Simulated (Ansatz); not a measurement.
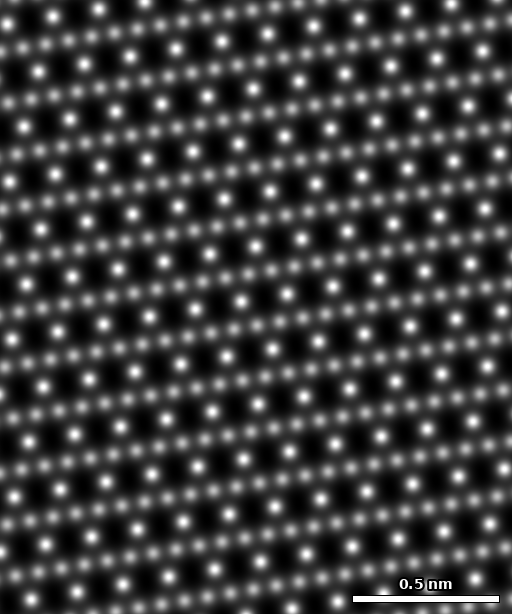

Projected-potential map of OsPd2. Computed as the sum of neutral-atom potentials (tabulated electron scattering factors, B = 0.3 Å²) projected along the beam and smoothed by 0.25 Å; brighter is more positive.

What two-dimensional lattice does the image show, and how large is its cell?

Answer. The pattern repeats on a centred rectangular net of 1.6 × 3.6 Å.

What is the plane group of the image?

Answer. c2mm: perpendicular mirror lines on a centred net, with further twofold points between them.

How many columns does the smallest repeating cell hold, and how many levels of brightness?

Answer. 3 columns in the primitive cell of 2.9 Å², with 2 levels of brightness (about 100, 75 % of the brightest, counted from the darkest point).

The crystal is OsPd₂ (Fd-3m, No. 227) seen along [210]. Structure: the geometry relaxed with Ansatz 0.2.0, DFT, PAW plane waves, pbe; the starting structure was generated, so it need not be a known form of this composition.
